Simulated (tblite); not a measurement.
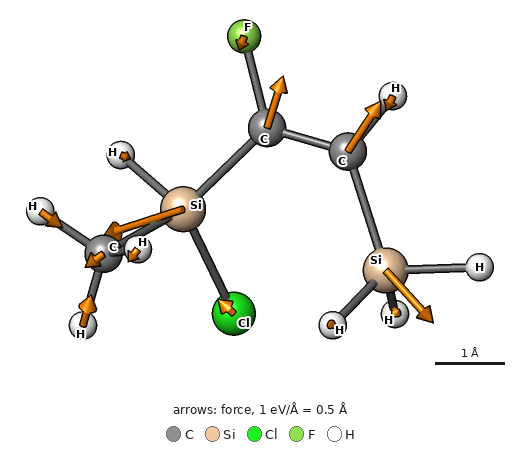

Starting geometry of C₃H₈ClFSi₂ with the computed forces as orange arrows. A ball-and-stick model, seen face on.

These are results of tblite 0.8.0, GFN2-xTB geometry optimisation, gas phase, not measurements. 

> Is this structure relaxed? If not, where do the atoms go?

It isn't relaxed: the largest force vector, on a Si atom, is 3.02 eV/Å. The final displacements have little in common with the starting forces (cosine between the two patterns 0.20). An H atom moves most after the best rigid fit: 0.88 Å. By element the largest moves are H 0.88 Å, F 0.31 Å, Cl 0.29 Å, Si 0.27 Å, C 0.16 Å. Among the contacts that change: Si–Si 3.280 → 3.732 Å, Cl–Si 3.246 → 3.674 Å, C–Si 1.812 → 1.902 Å, C–Si 1.821 → 1.879 Å. Among the angles between lasting bonds that change: C–Si–H 103.0° → 112.5°, Si–C–C 123.8° → 132.0°, Si–C–F 118.4° → 110.7°. Groups turn about C–Si by about 35°, C–Si by about 35°. After 98 geometry steps the energy has fallen by 0.560 eV.
